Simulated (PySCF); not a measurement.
molecular hydrogen (H₂), SMILES [H][H].

Geometry optimised at B3LYP-D3(BJ)/def2-TZVPD.

Lowest vertical singlet excitation by several levels in PySCF, with rough processor times relative to the cheapest run on one machine. Each run also gave further roots (ADC and EOM-CCSD ionised and attached states too); roots are paired by order and the bases differ. EOM-CCSD serves as a yardstick, not as the true value; all levels that ended soundly for this molecule are listed, with differences from unrounded values.

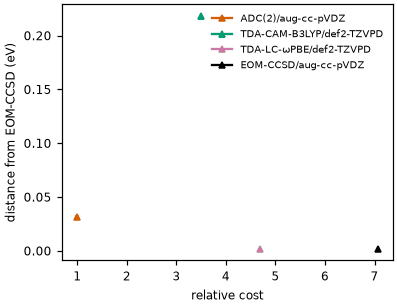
*Cost against distance from EOM-CCSD for the lowest singlet.*

| level | relative cost | S1 (eV) | S1 minus EOM-CCSD (eV) |
|---|---|---|---|
| ADC(2)/aug-cc-pVDZ | 1 | 12.66 | 0.03 |
| TDA-CAM-B3LYP/def2-TZVPD | 4 | 12.41 | -0.22 |
| TDA-LC-ωPBE/def2-TZVPD | 5 | 12.63 | 0.01 |
| EOM-CCSD/aug-cc-pVDZ | 7 | 12.63 | 0.00 |

Question: Which is the cheapest level here that lands within 0.5 eV of EOM-CCSD?

Answer: ADC(2)/aug-cc-pVDZ, at about 14 % of the cost of EOM-CCSD.
